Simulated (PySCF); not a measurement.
# C₃H₆O₄SSi: what the fields show

| atom | x (Å) | y (Å) | z (Å) |
| --- | --- | --- | --- |
| C | -0.7877 | -1.7553 | 1.8804 |
| S | -0.0288 | -0.0954 | 1.9411 |
| Si | -0.3831 | 0.5254 | -0.0555 |
| O | 0.4915 | 1.9281 | -0.1068 |
| C | 0.5106 | 2.7158 | -1.1606 |
| O | -0.1421 | 2.5568 | -2.1440 |
| C | 0.3992 | -0.7690 | -1.2424 |
| O | 0.0472 | -1.9200 | -1.3263 |
| O | 1.4288 | -0.2816 | -1.9316 |
| H | -0.4596 | -2.2832 | 2.7687 |
| H | -1.8673 | -1.6548 | 1.8854 |
| H | -0.4603 | -2.2765 | 0.9883 |
| H | -1.7879 | 0.7261 | -0.3793 |
| H | 1.2098 | 3.5531 | -1.0069 |
| H | 1.8253 | -0.9612 | -2.5054 |

Geometry: GFN2-xTB.

Theory: PBE0/pcSseg-1, SCF density, gas phase, non-relativistic in PySCF.

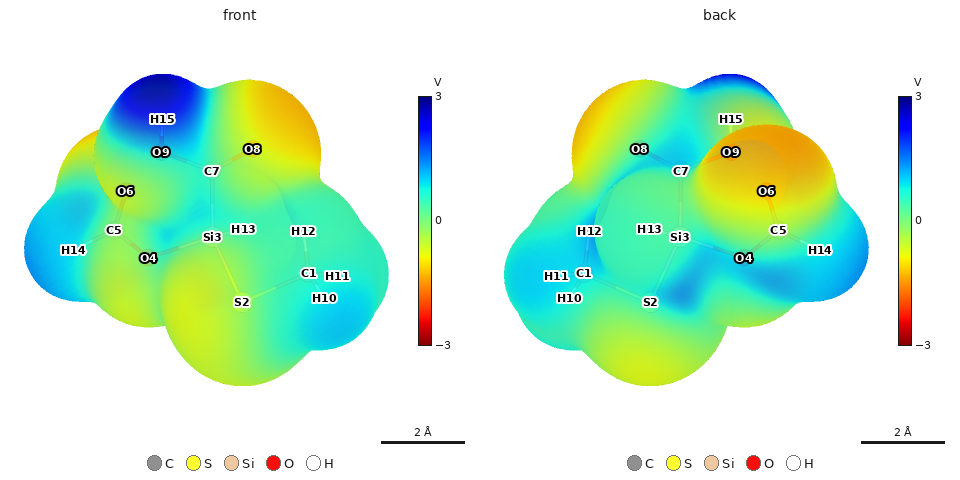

Figure 1. The molecular electrostatic potential painted on the density surface at 0.002 e/bohr³, seen from the front and from behind; red is negative and blue positive.

Where is the surface potential most negative and most positive?

The most negative region (about −1.4 V) lies over O6, the most positive (about +2.7 V) over H15. O6 is the likeliest acceptor of a hydrogen bond.

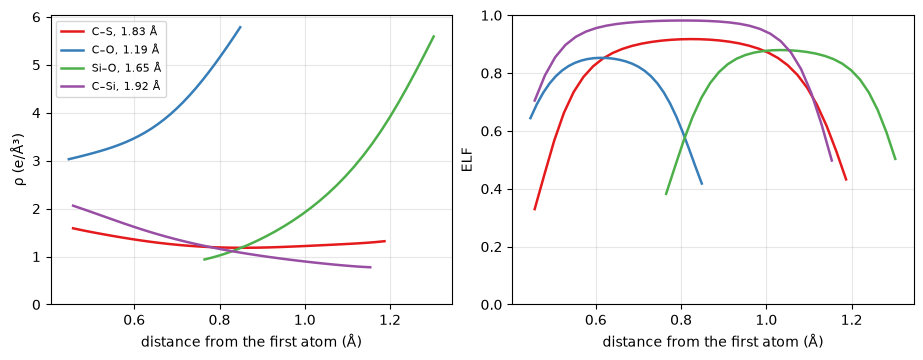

Figure 2. Electron density and ELF along straight lines between neighbouring atoms. The curves leave out the atomic cores.

What can be read from the curves?

C–S (1.83 Å): the density is about 1.2 e/Å³ at the midpoint; the ELF peaks at about 0.90 between the atoms, as expected for a shared electron pair.
C–O (1.19 Å): ρ is about 3.4 e/Å³ halfway; the ELF peaks at about 0.85 between the atoms (a short, multiple covalent bond).
Si–O (1.65 Å): ρ at the midpoint is about 1.1 e/Å³; the ELF peaks at about 0.90 between the atoms (a polar covalent bond).
C–Si (1.92 Å): ρ at the midpoint is about 0.94 e/Å³; the ELF peaks at about 1 between the atoms, as expected for a shared electron pair.
